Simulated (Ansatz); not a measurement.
# One shape, several levels: SnH3F (SMILES [F][SnH3])

Wanted: a comparison of 6 runs (B3LYP/STO-3G, r2SCAN/STO-3G, wB97X/STO-3G, MP2/STO-3G, CCSDTQ/STO-3G, CCSD/STO-3G) of SnH3F. 

Program for the calculation: Ansatz 0.2.0.

64 further runs of the same task are left out: 12 that didn't finish, 52 set aside as unsound or not needed.

## (1) The molecule

SnH3F has 5 atoms, charge 0, and is taken as a singlet. SMILES: `[F][SnH3]`. The H4–Sn2 distance was set to 4.252 Å, away from the relaxed value. At this shape a bond of the SMILES string is far longer than usual.

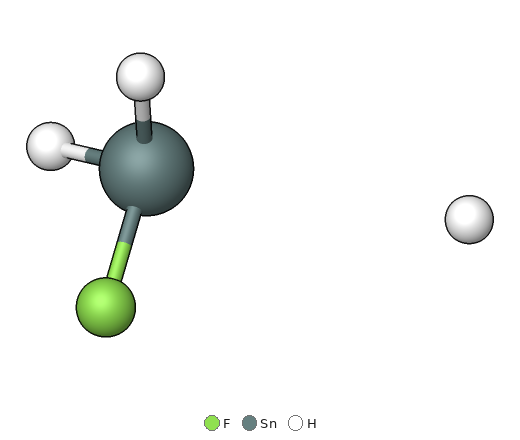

The structure, seen from a chosen angle (fluorine green, tin teal, hydrogen white).

## (2) A single-point energy at B3LYP/STO-3G (run 1)

input.yaml

```yaml
crystal:
  periodic: [false, false, false]
  atoms:
    - {symbol: F, position_ang: [-1.612751, 3.059207, 0.045597]}
    - {symbol: Sn, position_ang: [-0.227351, 2.275007, -1.038403]}
    - {symbol: H, position_ang: [-0.856151, 2.286107, -2.618503]}
    - {symbol: H, position_ang: [0.318900, -1.626500, 0.560600]}
    - {symbol: H, position_ang: [1.116349, 3.296107, -0.828403]}
basis:
  gaussian:
    orbitals: STO-3G
hamiltonian:
  xc: {name: B3LYP}
accuracy: high
```

Run with:

```console
ansatz run input.yaml --threads 1 --pin off --max-ram 2610MiB --events-out events.jsonl --progress --plain --runs-dir runs
```

Output:

```text
Warning: RAYON_NUM_THREADS=1 ignored (pool sized by the plan → 1); use --threads N
Functional definition: B3LYP
  name "B3LYP"
  parameter a0 = 0.2
  parameter ax = 0.72
  parameter ac = 0.81
  exchange = (1 - a0 - ax)*slater_x + ax*b88_x + a0*exact_x
  correlation = (1 - ac)*vwn_rpa_c + ac*lyp_c
627 factors; integrals over basis functions are off by at most 4.9e-9 eV
mean field evaluation 1: about -165035.2375 eV, gradient 1.8e1 eV
mean field evaluation 2: about -165030.4457 eV, gradient 2.6e1 eV
mean field evaluation 4: about -165035.9954 eV, gradient 1.6e1 eV
mean field evaluation 8: about -165036.9860 eV, gradient 1.0e1 eV
mean field evaluation 16: about -165043.9513 eV, gradient 2.7e-6 eV
mean field -165043.95129140 eV, -6065.2533391507 hartree, gradient 5.1e-8 eV, S^2 0.000000; 0 other end points of the search recorded, 0 dependent functions left out
reference -165043.95132181 eV, -6065.2533402683 hartree; 31, 31 occupied and 4, 4 virtual orbitals, 627 factors
Total energy: -165043.95132181 eV, -6065.2533402683 hartree
```

It took 2 s on 1 thread of Arm Neoverse V2, shared host; peak memory 0.12 GiB.

## (3) A single-point energy at r2SCAN/STO-3G (run 2)

molecule.yaml

```yaml
basis:
  gaussian:
    orbitals: STO-3G
crystal:
  periodic: [false, false, false]
  atoms:
    - symbol: F
      position_ang: [-1.612751, 3.059207, 0.045597]
    - symbol: Sn
      position_ang: [-0.227351, 2.275007, -1.038403]
    - symbol: H
      position_ang: [-0.856151, 2.286107, -2.618503]
    - symbol: H
      position_ang: [0.318900, -1.626500, 0.560600]
    - symbol: H
      position_ang: [1.116349, 3.296107, -0.828403]
hamiltonian:
  xc: r2scan
accuracy: high
```

Run with:

```console
ansatz run molecule.yaml --threads 1 --pin off --max-ram 2610MiB --events-out events.jsonl --progress --plain --runs-dir runs
```

Output:

```text
Warning: RAYON_NUM_THREADS=1 ignored (pool sized by the plan → 1); use --threads N
Functional definition: r2SCAN
  name "r2SCAN"
  parameter k0 = 0.174
  parameter k1 = 0.065
  parameter a1 = 4.9479
  exchange = r2scan_x(k0 = k0, k1 = k1, a1 = a1)
  correlation = r2scan_c
627 factors; integrals over basis functions are off by at most 4.9e-9 eV
mean field evaluation 1: about -165039.9399 eV, gradient 1.7e1 eV
mean field evaluation 2: about -165035.2813 eV, gradient 2.4e1 eV
mean field evaluation 4: about -165038.9628 eV, gradient 2.6e1 eV
mean field evaluation 8: about -165048.7329 eV, gradient 2.2e-1 eV
mean field -165048.73316179 eV, -6065.4290696463 hartree, gradient 8.3e-8 eV, S^2 0.000000; 0 other end points of the search recorded, 0 dependent functions left out
reference -165048.73316226 eV, -6065.4290696636 hartree; 31, 31 occupied and 4, 4 virtual orbitals, 627 factors
Total energy: -165048.73316226 eV, -6065.4290696636 hartree
```

Run time: 5.4 s. Hardware: 1 thread of Arm Neoverse V2, shared host; peak memory 0.15 GiB.

Runs 3 to 5 aren't shown in full; the table further down has their settings and results.

## (4) The energy at CCSD/STO-3G (run 6)

job.yaml

```yaml
crystal:
  periodic: [false, false, false]
  atoms:
    - {symbol: F, position_ang: [-1.612751, 3.059207, 0.045597]}
    - {symbol: Sn, position_ang: [-0.227351, 2.275007, -1.038403]}
    - {symbol: H, position_ang: [-0.856151, 2.286107, -2.618503]}
    - {symbol: H, position_ang: [0.318900, -1.626500, 0.560600]}
    - {symbol: H, position_ang: [1.116349, 3.296107, -0.828403]}
basis:
  gaussian: {orbitals: STO-3G}
correlation: {method: ccsd, frozen_orbitals: {F: 1, H: 0, Sn: 18}}
accuracy: high
scf: {omitted_lower_state_checks: [cluster_reference, increment]}
```

Run with:

```console
ansatz run job.yaml --threads 1 --pin off --max-ram 2610MiB --events-out events.jsonl --progress --plain --runs-dir runs
```

Output, cut to the lines that bear on the results:

```text
Warning: RAYON_NUM_THREADS=1 ignored (pool sized by the plan → 1); use --threads N
Functional definition: HF
  name "HF"
[...]
627 factors; integrals over basis functions are off by at most 4.9e-9 eV
[...]
mean field -164974.95798041 eV, -6062.7178817371 hartree, gradient 1.1e-8 eV, S^2 0.000000; 1 other end points of the search recorded, 0 dependent functions left out; unrestricted orbitals would lower it
19 core orbitals not correlated: weight in the atoms' cores, before any rotation towards them, 1.000 or more for the frozen orbitals, at most 0.000 for the correlated occupied ones
reference -164974.95798041 eV, -6062.7178817371 hartree; 12, 12 occupied and 4, 4 virtual orbitals, 627 factors
second order -5.41531342 eV of doubles, -0.00000000 eV of singles
cycle   1  -3.19319950 eV  change    -1.3e0 eV  update   1.7e-1
[...]
cycle  32  -7.07112358 eV  change    1.2e-9 eV  update  3.9e-10
WARN: these amplitudes may be one of several solutions (largest doubles amplitude 0.93, level shift 13.10 eV)
Total energy: -164982.02910398 eV, -6062.9777407356 hartree
Checks for a lower state left out: cluster_reference, increment
```

It took 0.66 s on 1 thread of Arm Neoverse V2, shared host.

## (5) All runs side by side

```csv
run,level,frozen core orbitals,energy (Eh),wall time
1,B3LYP/STO-3G,–,-6065.253340,2 s
2,r2SCAN/STO-3G,–,-6065.429070,5.4 s
3,wB97X/STO-3G,–,-6065.353816,7.2 s
4,MP2/STO-3G,19,-6062.916891,0.7 s
5,CCSDTQ/STO-3G,19,-6062.989584,21 s
6,CCSD/STO-3G,19,-6062.977741,0.66 s
```

## (6) Outcome

| quantity | value |
| --- | --- |
| run 6: total energy | -6062.97774 Eh |
| run 6: correlation energy (19 core orbitals frozen) | -259.9 mEh |
| run 6: T1 diagnostic | 0.030 |

**Reading.** Totals of different functionals can't be ranked against each other. In runs 4, 5, 6 the log says that unrestricted orbitals would lower the reference, so the values rest on an unstable closed-shell determinant (other closed-shell runs at this shape may share the fault). In runs 1, 2, 3, 4, 5, 6 the basis is minimal, so the values are rough. In runs 1, 2, 3, 4, 6 a closed-shell determinant meets a far-stretched bond, which it describes badly. In runs 1, 2, 3, 4, 5, 6 relativity is left out where basis or elements ask for it. All runs together took 37 s, the longest 21 s.
